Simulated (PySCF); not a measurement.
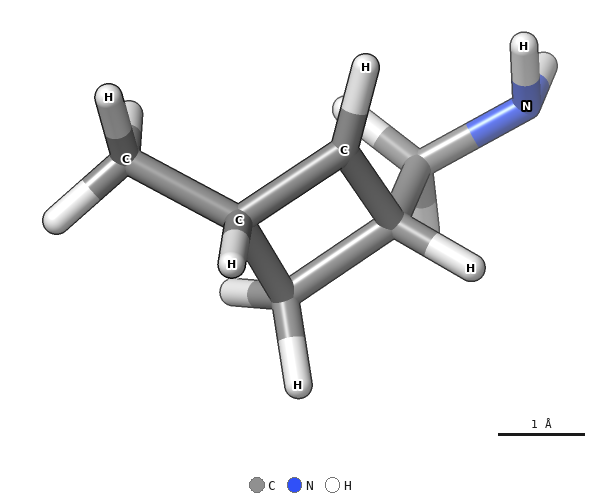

Figure 1. The input geometry (stick view, seen at a tilt).

## EPR calculation of C6H12N

The run: EPR calculation of C6H12N, multiplicity 2. Method and program: UKS B3LYP, pcH-1 on C H N, non-relativistic, mean-field spin-orbit, GIAO (PySCF 2.14.0).

It belongs to a series of runs on one base structure; here: H added to sp2 C.

## Input file
```
{"job": {"kind": "epr", "basis": "pcH-1"}, "charge": 0, "multiplicity": 2}
C     -2.070581     1.292623    -0.228773
C     -1.541299     0.055359     0.498086
C     -0.276601     0.218429     1.259282
C      0.457797    -0.809862     0.480292
C      1.715852    -0.350166    -0.272326
N      2.844616    -0.309806     0.641736
C     -0.815641    -0.995636    -0.373471
H     -1.286777     1.738389    -0.837007
H     -2.904305     1.023242    -0.873871
H     -2.412153     2.033445     0.490604
H     -2.364729    -0.368519     1.088282
H      0.045615     0.968873     1.953906
H      0.744902    -1.697413     1.056631
H      1.948181    -1.080179    -1.054510
H      1.509639     0.618868    -0.759122
H      2.650681     0.336393     1.399604
H      3.678726     0.013264     0.163249
H     -0.689429    -0.683635    -1.407774
H     -1.244295    -1.994418    -0.349596
```

The first line tells a small driver script what to run in PySCF; the rest is the geometry in Å.

Hardware: 1 CPU thread, shared host.

Run as:
```bash
OMP_NUM_THREADS=1 python <driver script> task.json out
```

## The program's output
```
UKS, coarse grid
  cycle   1  E = -290.47429988  |g| = 3.77e-01
  cycle   2  E = -290.44136795  |g| = 4.72e-01
  cycle   3  E = -290.54753146  |g| = 3.59e-02
  cycle   4  E = -290.54795855  |g| = 2.04e-02
  cycle   5  E = -290.54813801  |g| = 5.70e-03
  cycle   6  E = -290.54815392  |g| = 1.76e-03
  cycle   7  E = -290.54815589  |g| = 8.76e-04
UKS, final grid
  cycle   1  E = -290.54815900  |g| = 1.10e-03
  cycle   2  E = -290.54815850  |g| = 1.55e-03
  cycle   3  E = -290.54815955  |g| = 8.75e-05
  cycle   4  E = -290.54815956  |g| = 4.08e-05
  cycle   5  E = -290.54815956  |g| = 1.86e-05
E = -290.54815956 Eh   <S^2> = 0.7542 (exact 0.7500)
g shifts (ppm)      1          2          3
  rmc          -143       -143       -143
  gc             11         36         31
  oz_so         -28        537        602
  total        -161        430        490
hyperfine (MHz)  atom isotope    a_iso     a_fc   dipolar eigenvalues
    0   13C      61.73      61.73     -4.15     -3.97      8.12
    1   13C     -32.76     -32.76     -2.59      0.10      2.50
    2   13C      99.97      99.97    -79.71    -78.31    158.02
    3   13C     -32.89     -32.89     -2.60      0.26      2.34
    4   13C      61.71      61.71     -4.85     -4.45      9.30
    5   14N      -0.41      -0.41     -0.18     -0.11      0.29
    6   13C       9.88       9.88     -1.48     -1.35      2.83
    7    1H      -3.46      -3.46     -5.03     -1.85      6.87
    8    1H       7.10       7.10     -2.75     -1.75      4.50
    9    1H      -3.47      -3.47     -3.57     -2.34      5.91
   10    1H     111.14     111.14     -4.98     -3.90      8.89
   11    1H     -61.31     -61.31    -37.96      0.06     37.90
   12    1H     110.70     110.70     -4.94     -3.80      8.73
   13    1H       6.24       6.24     -2.84     -1.84      4.69
   14    1H      -3.56      -3.56     -5.47     -1.65      7.12
   15    1H       1.27       1.27     -2.52     -2.35      4.87
   16    1H       1.54       1.54     -1.15     -1.01      2.16
   17    1H      -4.39      -4.39     -2.71     -2.42      5.13
   18    1H      -2.58      -2.58     -2.54     -2.26      4.81
```

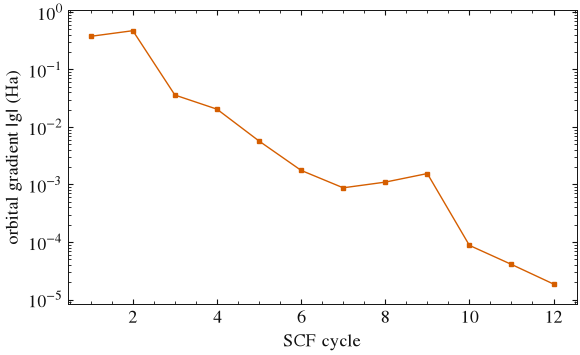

Figure 2. Convergence of the self-consistent field: orbital gradient |g| against the SCF cycle. All cycles printed in the log are drawn one after another.

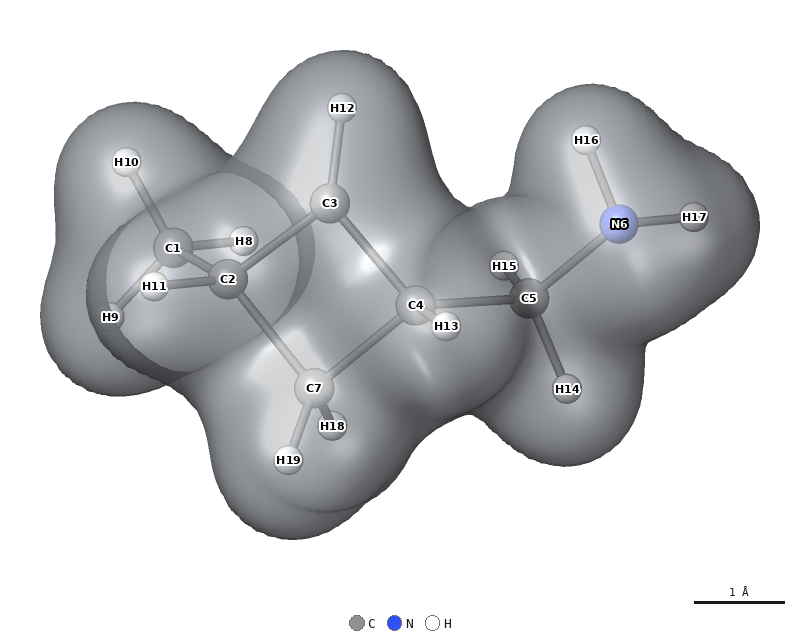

Figure 3. Isosurface of the total electron density at 0.1 e/Å³ (grey), seen at an oblique angle. At this value the surface is in one piece. On the grid the lowest density along these lines, outside the cores, is 1.7 e/Å³ (C–N, 1.45 Å), 1.7 e/Å³ (C–C, 1.48 Å), 2 e/Å³ (N–H, 1.01 Å) and 1.5 e/Å³ (C–C, 1.53 Å).

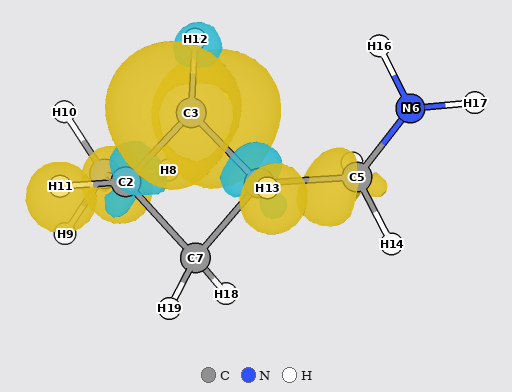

Figure 4. Isosurfaces of the spin density at +0.02 (yellow) and −0.02 e/Å³ (cyan), seen at a tilt. The unpaired spin (1 electron) lies mostly on C3 (about 0.7), in electrons by Hirshfeld's partition.

## Summary

| quantity | value |
| --- | --- |
| outcome | converged |
| total energy | −290.548160 hartree |
| ⟨S²⟩ | 0.754 |
| isotropic g | 2.0026 |
| wall time | 63 s |
| peak memory | 1 GiB |
